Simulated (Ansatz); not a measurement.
FGeH$_{2}$Si$_{2}$ (charge −1)

```yaml
atoms:
  - { symbol: F, position_ang: [-2.0033, 0.2466, 1.1142] }
  - { symbol: Ge, position_ang: [1.1439, 1.3414, 2.7831] }
  - { symbol: Si, position_ang: [-0.8602, -0.1719, 2.3180] }
  - { symbol: Si, position_ang: [1.2703, -0.8131, 1.8349] }
  - { symbol: H, position_ang: [-1.8085, -0.7444, 3.3566] }
  - { symbol: H, position_ang: [-0.7187, 1.3037, 3.0654] }
```

Geometry: PBE-D3(BJ)/def2-SVPD.

Computed with isolated molecule in a Gaussian basis; Kohn-Sham density functional theory, functional PBE0 (Ansatz 0.2.0).

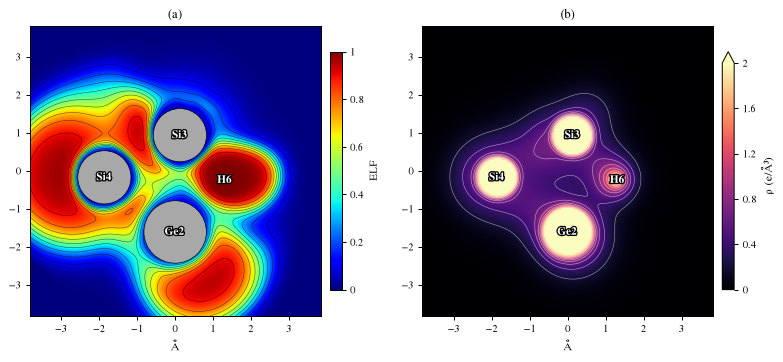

Figure 1. (a) electron localisation function; (b) total electron density on the plane of atoms Si4, Si3 and H6. Grey discs cover the atomic cores in the ELF map.

> What do the fields say about this system?

The section cuts through Ge, Si and H sites.
Si–Si (2.28 Å): the density is about 0.59 e/Å³ at the midpoint; the ELF peaks at about 0.90 between the atoms (localised, covalent bonding).
Si–Ge (2.36 Å): ρ is about 0.54 e/Å³ halfway; the ELF peaks at about 0.80 in the valence shell of Si, 1.1 Å from its nucleus, and is about 0.75 at the midpoint.
Si–Ge (2.55 Å): the density is about 0.37 e/Å³ at the midpoint; the ELF peaks at about 0.55 in the valence shell of Si, 1.1 Å from its nucleus, and is about 0.45 at the midpoint.
Ge–H (1.88 Å): ρ at the midpoint is about 0.46 e/Å³; the ELF climbs to about 1 towards the hydrogen.
The ELF also peaks beside Si4, away from the bonds: lone-pair regions.

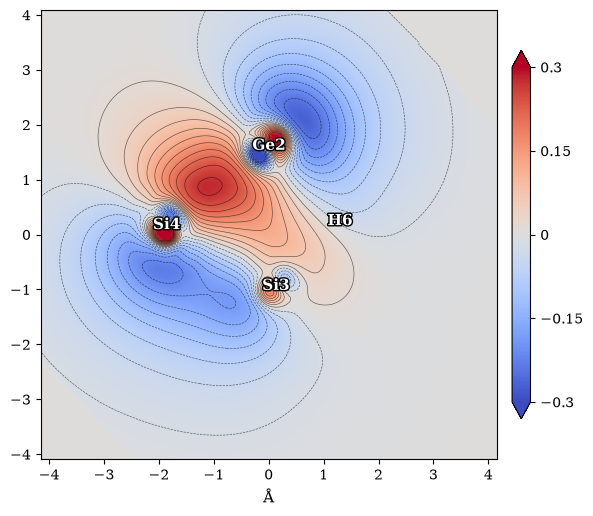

Figure 2. The HOMO−1 on the plane of atoms Ge2, Si3 and Si4 (values in Å⁻³ᐟ²; the overall sign is arbitrary).

> Where does this orbital lie, and at what energy?

Its weight (Hirshfeld) is mainly on Ge2 (about 45 %), Si4 (about 35 %) and Si3 (about 15 %). Its energy is −1.31 eV.

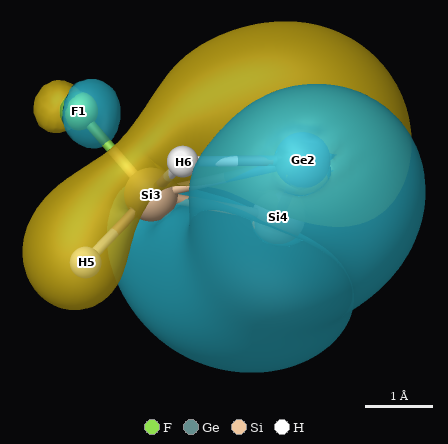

Figure 3. The HOMO at ±0.05 Å⁻³ᐟ² (yellow and cyan are the two phases), seen from one side.

> Where does this orbital lie, and at what energy?

It lies mainly on Ge2 (about 45 %), Si4 (about 35 %) and Si3 (about 15 %). Its energy is −1.22 eV.
